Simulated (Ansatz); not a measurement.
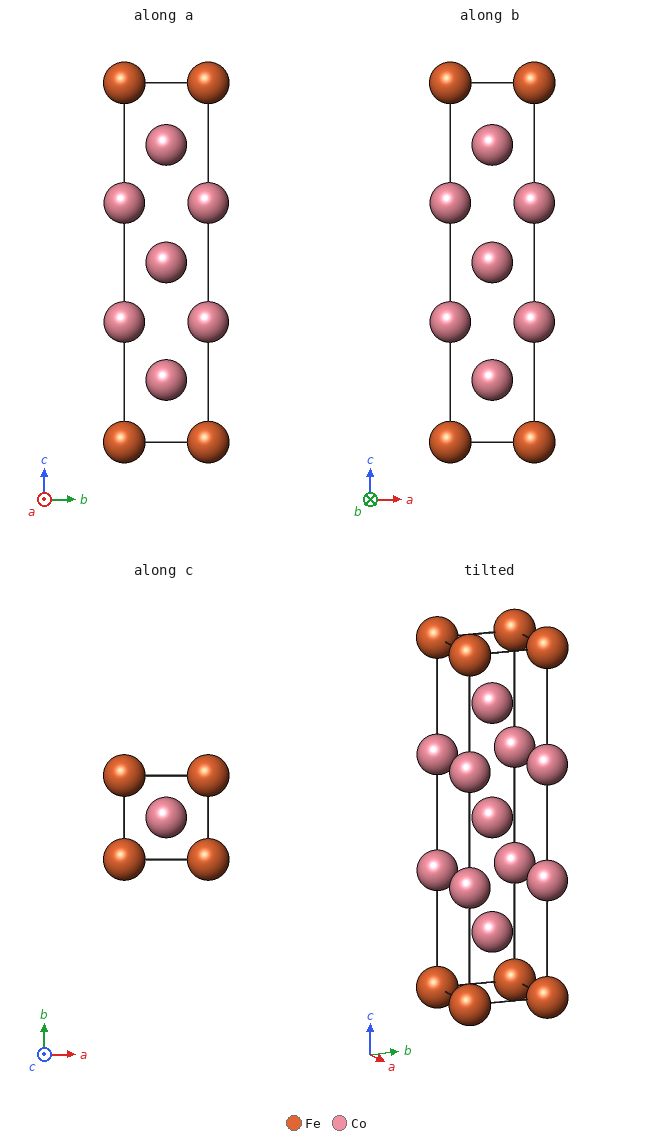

View along the a axis, along the b axis, along the c axis and slightly off an axis, drawn as a spheres-only model. The wireframe shows the conventional unit cell.

Lattice parameters: a = 2.4946 Å, b = 2.4946 Å, c = 10.6748 Å, α = 90.000°, β = 90.000°, γ = 90.000°.

> From the views, write a CIF with its space group and independent sites, with free fractional coordinates to two decimals.

```cif
data_structure
_symmetry_space_group_name_H-M 'P 4/m m m'
_symmetry_Int_Tables_number 123
_cell_length_a 2.4946
_cell_length_b 2.4946
_cell_length_c 10.6748
_cell_angle_alpha 90.000
_cell_angle_beta 90.000
_cell_angle_gamma 90.000
_cell_volume 66.43
loop_
_atom_site_label
_atom_site_type_symbol
_atom_site_symmetry_multiplicity
_atom_site_Wyckoff_symbol
_atom_site_fract_x
_atom_site_fract_y
_atom_site_fract_z
_atom_site_occupancy
Fe1 Fe 1 a 0.00 0.00 0.00 1
Co1 Co 2 h 0.50 0.50 0.83 1
Co2 Co 2 g 0.00 0.00 0.67 1
Co3 Co 1 d 0.50 0.50 0.50 1
```

It goes back to a structure type filled with these elements by a generator (whether the compound takes this form wasn't checked). Relaxation method: DFT PBE, scalar-relativistic, plane waves, PAW (Ansatz 0.2.0).
